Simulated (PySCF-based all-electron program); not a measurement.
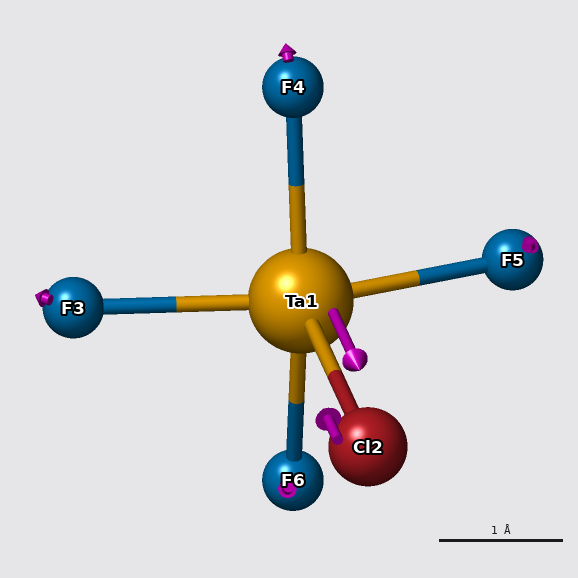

Arrows show the forces on the atoms, 0.2 Å of arrow for 1 eV/Å; forces under a tenth of the largest aren't drawn. Charge 0, singlet. Level of theory: PBE, all-electron, scalar-relativistic (Koelling-Harmon), large uncontracted Gaussian sets (PySCF-based all-electron program).

On which atom is the force largest, and how large is it?

Answer. On Ta1: 4.95 eV/Å.

Which bond do the forces act along most?

Answer. Ta1–Cl2, now 2.508 Å: the forces pull its atoms together, so a first step downhill shortens it.

List the force components in the frame of the picture (x right, y up, z towards the viewer), in eV/Å.

```
atom     Fx     Fy     Fz
 Ta1   1.08  −2.35   4.21
 Cl2  −0.59   1.29  −2.30
  F3  −0.64   0.21  −0.38
  F4  −0.12   0.73  −0.22
  F5   0.39   0.32  −0.58
  F6  −0.12  −0.20  −0.74
```
